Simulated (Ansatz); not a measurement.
**Ge: pressure series**

Base system: Ge (space group I4_1/amd, No. 141; a = 5.1184 Å, c = 2.8009 Å; a cell from a computed database, its experimental status unchecked).

Cell and atoms are relaxed at each pressure.

Computed with Ansatz (a first-principles code) PBEsol, no spin-orbit coupling.

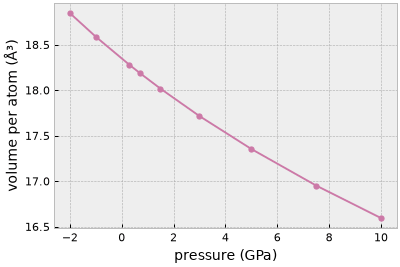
*Volume against pressure*

Task: Estimate the zero-pressure bulk modulus from the plot.

Result: About 79 GPa; a third-order Birch–Murnaghan fit to the points gives V₀ = 18.35 Å³/atom, B₀ = 79 GPa and B₀′ = 4.6.

Load acts through the strain it causes; cell and atoms are relaxed under it. Whether these cells are dynamically stable was not tested. Competing high-pressure phases were not computed. This is not the structure that Ge has at room temperature and ambient pressure.
